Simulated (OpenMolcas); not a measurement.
# Si3NH9 (SMILES [SiH3]N([SiH3])[SiH3]), step by step

Aim: the energy (HF/ANO-R0), then a single-point energy (CASSCF(2,2)/ANO-R1), then an energy scan (CASPT2(2,2)/ANO-R1), then an energy scan (SC-NEVPT2(2,2)/ANO-R1), then the energy along one coordinate (MC-PDFT[tPBE](2,2)/ANO-R1) of Si3NH9. 

The results are computed with OpenMolcas 26.06.

## Step 1: The molecule

The species is Si3NH9 (13 atoms), meant as a singlet with charge 0. As SMILES, `[SiH3]N([SiH3])[SiH3]`. Geometry: relaxed at PBE0-D4/def2-TZVP.

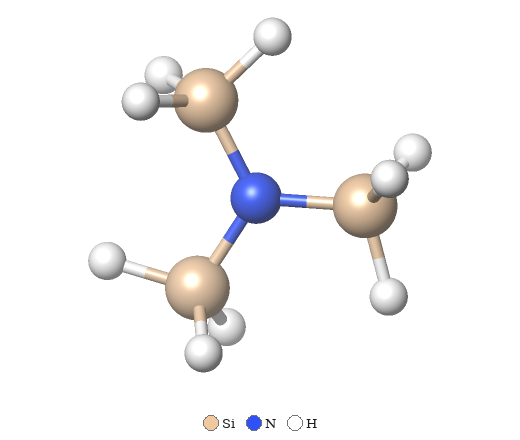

The structure, seen from a chosen angle (silicon light orange, nitrogen blue, hydrogen white).

## Step 2: The energy at HF/ANO-R0 (sfX2C) (run 1)

coord.xyz

```xyz
13

Si    -0.519450     1.440730    -0.815850
N     -0.000690    -0.000090     0.000350
Si     0.784860     0.112060     1.543580
Si    -0.265590    -1.552910    -0.727470
H     -1.148110     1.019270    -2.096710
H     -1.512750     2.195720    -0.007190
H      0.625850     2.343510    -1.105390
H      0.020170    -0.607680     2.596110
H      2.158120    -0.455830     1.496860
H      0.862760     1.555850     1.894200
H     -1.713780    -1.813530    -0.940290
H      0.285610    -2.575110     0.202450
H      0.422990    -1.661990    -2.040670
```

step1.inp

```
&GATEWAY
  Coord = coord.xyz
  Basis = ANO-R0
  Group = NoSym

&SEWARD

&SCF
  PrOrbitals = 0

&LOCALISATION
  Occupied
  Freeze
  Pipek-Mezey

&LOCALISATION
  FileOrb = $Project.LocOrb
  Virtual
  Pipek-Mezey
```

Command:

```bash
$ export MOLCAS_MEM=1860
$ pymolcas step1.inp > step1.log
```

The log of the run:

```text
--- Start Module: gateway ---
[...]
--- Stop Module: gateway /rc=_RC_ALL_IS_WELL_ ---
[...]
      Basis functions           41
[...]
       Convergence after  11 Iterations
[...]
::    Total SCF energy                               -927.3170960553
[...]
      Total spin, S                                     0.0000000000
[...]
      Total electronic charge=   58.000000
      Total            charge=   -0.000000
[...]
      Dipole Moment (debye):
      Origin of the operator (angstrom)=   -0.0001   -0.0000    0.0001
                   X= -1.1011E-03               Y= -4.2646E-04               Z=  1.3976E-03           Total=  1.8296E-03
      Quadrupole Moment (debye*angstrom):
[...]
--- Start Module: localisation ---
[...]
--- Stop Module: localisation /rc=_RC_ALL_IS_WELL_ ---
--- Start Module: localisation ---
[...]
--- Stop Module: localisation /rc=_RC_ALL_IS_WELL_ ---
[...]
```

Run time: 4.5 s. Hardware: 1 thread of Arm Neoverse V1, shared host; peak memory 0.38 GiB.

## Step 3: The energy at CASSCF(2,2)/ANO-R1 (sfX2C, RICD fitting) (run 2)

coord.xyz is that of step 2.

step2.inp

```
* H9NSi3 CASSCF

&GATEWAY
  Coord = coord.xyz
  Basis = ANO-R0
  Group = NoSym

&SEWARD

&RASSCF
  FileOrb = $CurrDir/step1.LocOrb
  Alter = 2
  1 17 29
  1 30 33
  Spin = 1
  Nactel = 2 0 0
  Inactive = 28
  Ras2 = 2
  OrbListing = Nothing
>>> COPY $Project.RunFile RUNFIL1
>>> COPY $Project.RasOrb INPORB

&GATEWAY
  Coord = coord.xyz
  Basis = ANO-R1
  Group = NoSym
  RICD

&SEWARD
>>> COPY $Project.RunFile RUNFIL2

&EXPBAS

&RASSCF
  FileOrb = $Project.ExpOrb
  Spin = 1
  Nactel = 2 0 0
  Inactive = 28
  Ras2 = 2
  OrbListing = Nothing
```

Command:

```bash
$ export MOLCAS_MEM=1860
$ pymolcas step2.inp > step2.log
```

The log of the run:

```text
--- Start Module: gateway ---
[...]
      Basis functions           41
[...]
      Number of active orbitals                  2
[...]
      Spin quantum number                      0.0
[...]
      Active orbitals                            2
[...]
      Number of CSFs                             3
[...]
      Number of root(s) required                 1
[...]
      Convergence after 11 iterations
[...]
      printout of CI-coefficients larger than  0.05 for root  1
      energy=    -927.331356
      conf/sym  11     Coeff  Weight
             1  20   0.99464 0.98931
             3  02  -0.10341 0.01069
      Natural orbitals and occupation numbers for root  1
      sym 1:   1.978614   0.021386
      ************************************************************************************************************************
      *                                                    Final results                                                     *
[...]
::    RASSCF root number  1 Total energy:   -927.33135595
[...]
      Basis functions          113
[...]
      Convergence after 17 iterations
[...]
      Natural orbitals and occupation numbers for root  1
      sym 1:   1.987081   0.012919
      ************************************************************************************************************************
      *                                                    Final results                                                     *
[...]
::    RASSCF root number  1 Total energy:   -928.44352193
[...]
      Total electronic charge=   58.000000
      Total            charge=   -0.000000
[...]
      Dipole Moment (debye):
      Origin of the operator (angstrom)=   -0.0001   -0.0000    0.0001
                   X=  2.4823E-02               Y= -6.8692E-02               Z=  3.8426E-02           Total=  8.2531E-02
      Quadrupole Moment (debye*angstrom):
[...]
```

Run time: 20 s. Hardware: 1 thread of Arm Neoverse V1, shared host; peak memory 0.38 GiB.

## Step 4: An energy scan at CASPT2(2,2)/ANO-R1 (sfX2C, RICD fitting, ipea shift 0.25 Eh, pt2 variant SS) (run 3)

step3.inp

```
* H9NSi3 CASPT2
>>> EXPORT MOLCAS_PRINT=2
>>> COPY $CurrDir/step2.RasOrb $Project.RasOrb
>>> ForEach K in (1, 2, 3, 4, 5, 6, 7, 8, 9)

&GATEWAY
 Coord = $CurrDir/point$K.xyz
 Basis = ANO-R1
 Group = NoSym
 RICD

&SEWARD

&RASSCF
 FileOrb = $Project.RasOrb
 Spin = 1
 Nactel = 2 0 0
 Inactive = 28
 Ras2 = 2
 OrbListing = Nothing

&CASPT2
 Imaginary = 0.2
 Frozen = 16
>>> EndDo
```

Command:

```bash
$ export MOLCAS_MEM=1860
$ pymolcas step3.inp > step3.log
```

The log of the run:

```text
[...]
      Basis functions          113
[...]
      Number of active orbitals                  2
[...]
      Spin quantum number                      0.0
[...]
      Active orbitals                            2
[...]
      Number of CSFs                             3
[...]
      Number of root(s) required                 1
[...]
      Convergence after 10 iterations
[...]
      printout of CI-coefficients larger than  0.05 for root  1
      energy=    -928.418471
      conf/sym  11     Coeff  Weight
             1  20   0.99781 0.99563
             3  02  -0.06613 0.00437
      Natural orbitals and occupation numbers for root  1
      sym 1:   1.991254   0.008746
      ************************************************************************************************************************
      *                                                    Final results                                                     *
[...]
::    RASSCF root number  1 Total energy:   -928.41847112
[...]
::    CASPT2 Root  1     Total energy:   -928.88557703
[...]
      Convergence after 11 iterations
[...]
      Natural orbitals and occupation numbers for root  1
      sym 1:   1.987089   0.012911
      ************************************************************************************************************************
      *                                                    Final results                                                     *
[...]
      Convergence after 15 iterations
[...]
      Convergence after 13 iterations
[...]
      Convergence after 31 iterations
[...]
::    RASSCF root number  1 Total energy:   -928.28949458
[...]
::    CASPT2 Root  1     Total energy:   -928.73037503
[...]
      Convergence after  7 iterations
[...]
::    RASSCF root number  1 Total energy:   -928.29018133
[...]
      Reference weight:           0.84908
[...]
::    CASPT2 Root  1     Total energy:   -928.73030181
[...]
```

Wall time 2.3 min (1 thread of Arm Neoverse V1, shared host); peak memory 0.099 GiB.

The scan, from its lowest point:

```
N2–Si1 (Å)  energy (kJ/mol)
     1.562             62.9
     1.735              0.0
     1.909             22.0
     2.169            113.6
     2.516            251.3
     2.950            387.3
     3.471            479.3
     4.165            470.4
     5.206            470.6
```

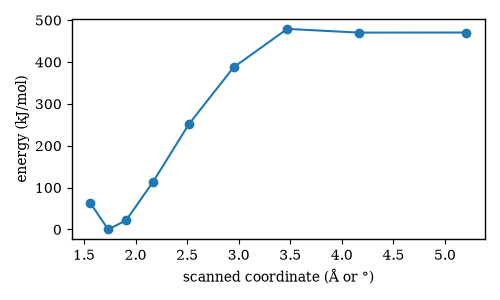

Energy along the scan.

## Step 5: The energy along one coordinate at SC-NEVPT2(2,2)/ANO-R1 (sfX2C, RICD fitting, pt2 variant SC-NEVPT2) (run 4)

step4.inp

```
* H9NSi3 NEVPT2
>>> EXPORT MOLCAS_PRINT=2
>>> COPY $CurrDir/step2.RasOrb $Project.RasOrb
>>> ForEach K in (1, 2, 3, 4, 5, 6, 7, 8, 9)

&gateway
 coord
 $CurrDir/point$K.xyz
 basis
 ANO-R1
 group
 NoSym
 ricd

&seward

&rasscf
 fileorb
 $Project.RasOrb
 spin
 1
 nactel
 2 0 0
 inactive
 28
 ras2
 2
 orblisting
 Nothing

&caspt2
 sc-nevpt2
 frozen
 16
>>> EndDo
```

Command:

```bash
$ export MOLCAS_MEM=1860
$ pymolcas step4.inp > step4.log
```

The log of the run:

```text
--- Start Module: gateway ---
[...]
      Basis functions          113
[...]
      Number of active orbitals                  2
[...]
      Spin quantum number                      0.0
[...]
      Active orbitals                            2
[...]
      Number of CSFs                             3
[...]
      Number of root(s) required                 1
[...]
      Convergence after 10 iterations
[...]
      printout of CI-coefficients larger than  0.05 for root  1
      energy=    -928.418471
      conf/sym  11     Coeff  Weight
             1  20   0.99781 0.99563
             3  02  -0.06613 0.00437
      Natural orbitals and occupation numbers for root  1
      sym 1:   1.991254   0.008746
      ************************************************************************************************************************
      *                                                    Final results                                                     *
[...]
::    RASSCF root number  1 Total energy:   -928.41847112
[...]
::    SC-NEVPT2 Root  1     Total energy:   -928.88188889
[...]
      Convergence after 11 iterations
[...]
      Natural orbitals and occupation numbers for root  1
      sym 1:   1.987089   0.012911
      ************************************************************************************************************************
      *                                                    Final results                                                     *
[...]
      Convergence after 15 iterations
[...]
      Convergence after 13 iterations
[...]
      Convergence after 31 iterations
[...]
::    RASSCF root number  1 Total energy:   -928.28949458
[...]
::    SC-NEVPT2 Root  1     Total energy:   -928.72662037
[...]
      Convergence after  7 iterations
[...]
::    RASSCF root number  1 Total energy:   -928.29018133
[...]
::    SC-NEVPT2 Root  1     Total energy:   -928.72661391
[...]
```

It took 2.2 min on 1 thread of Arm Neoverse V1, shared host; peak memory 0.099 GiB.

The scan, from its lowest point:

```
N2–Si1 (Å)  energy (kJ/mol)
     1.562             65.7
     1.735              0.0
     1.909             19.2
     2.169            107.2
     2.516            243.7
     2.950            385.7
     3.471            483.6
     4.165            473.3
     5.206            473.3
```

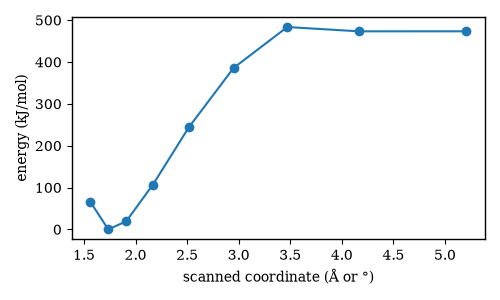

Energy along the scan.

Past 3.47 Å the energy drops again. On a bond that is being broken this is more likely a change to another orbital solution than a real barrier; the points needn't lie on one state.

## Step 6: An energy scan at MC-PDFT[tPBE](2,2)/ANO-R1 (sfX2C, RICD fitting) (run 5)

step5.input

```
* H9NSi3 MC-PDFT
>>> COPY $CurrDir/step2.RasOrb $Project.RasOrb
>>> ForEach K in (1, 2, 3, 4, 5, 6, 7, 8, 9)

&GATEWAY
 Coord=$CurrDir/point$K.xyz
 Basis=ANO-R1
 Group=NoSym
 RICD

&SEWARD

&RASSCF
 FileOrb=$Project.RasOrb
 Spin=1
 Nactel=2 0 0
 Inactive=28
 Ras2=2
 OrbListing=Nothing

&MCPDFT
 KSDFT=T:PBE
>>> EndDo
```

Command:

```bash
$ export MOLCAS_MEM=1860
$ pymolcas step5.input > step5.log
```

The log of the run:

```text
--- Start Module: gateway ---
[...]
      Basis functions          113
[...]
      Number of active orbitals                  2
[...]
      Spin quantum number                      0.0
[...]
      Active orbitals                            2
[...]
      Number of CSFs                             3
[...]
      Number of root(s) required                 1
[...]
      Convergence after 10 iterations
[...]
      printout of CI-coefficients larger than  0.05 for root  1
      energy=    -928.418471
      conf/sym  11     Coeff  Weight
             1  20   0.99781 0.99563
             3  02  -0.06613 0.00437
      Natural orbitals and occupation numbers for root  1
      sym 1:   1.991254   0.008746
      ************************************************************************************************************************
      *                                                    Final results                                                     *
[...]
::    RASSCF root number  1 Total energy:   -928.41847112
[...]
::    MCPDFT root number  1 Total energy:   -929.98178652
[...]
      Convergence after 11 iterations
[...]
      Natural orbitals and occupation numbers for root  1
      sym 1:   1.987089   0.012911
      ************************************************************************************************************************
      *                                                    Final results                                                     *
[...]
      Convergence after 15 iterations
[...]
      Convergence after 13 iterations
[...]
      Convergence after 31 iterations
[...]
::    RASSCF root number  1 Total energy:   -928.28949458
[...]
::    MCPDFT root number  1 Total energy:   -929.82684066
[...]
      Convergence after  7 iterations
[...]
::    RASSCF root number  1 Total energy:   -928.29018133
[...]
::    MCPDFT root number  1 Total energy:   -929.82713778
[...]
```

It took 2.5 min on 1 thread of Arm Neoverse V1, shared host; peak memory 0.087 GiB.

The scan, from its lowest point:

```csv
N2–Si1 (Å),energy (kJ/mol)
1.562,62.8
1.735,0.0
1.909,20.2
2.169,107.3
2.516,238.5
2.950,372.8
3.471,473.6
4.165,469.6
5.206,468.9
```

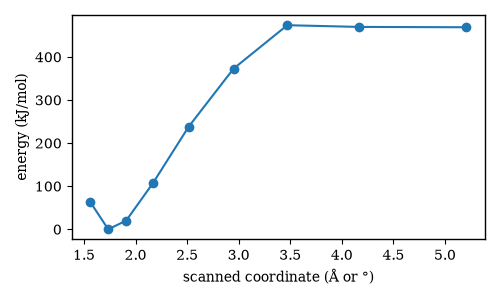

Energy along the scan.

## Step 7: What came out

```
                                                   quantity          value
                             run 1, HF/ANO-R0: total energy  -927.31710 Eh
                            run 1, HF/ANO-R0: dipole moment         0.00 D
                              run 1, HF/ANO-R0: HOMO energy      -11.76 eV
                              run 1, HF/ANO-R0: LUMO energy        1.77 eV
                            run 1, HF/ANO-R0: HOMO–LUMO gap       13.53 eV
                    run 2, CASSCF(2,2)/ANO-R1: total energy  -928.44352 Eh
  run 2, CASSCF(2,2)/ANO-R1: dipole moment (CASSCF density)         0.08 D
       run 3, CASPT2(2,2)/ANO-R1: lowest energy of the scan  -928.90954 Eh
    run 4, SC-NEVPT2(2,2)/ANO-R1: lowest energy of the scan  -928.90690 Eh
run 5, MC-PDFT[tPBE](2,2)/ANO-R1: lowest energy of the scan  -930.00571 Eh
```

In words: Mulliken charges (run 2, CASSCF(2,2)/ANO-R1) run from -0.62 on N2 to +0.12 on Si3; they depend strongly on the basis.
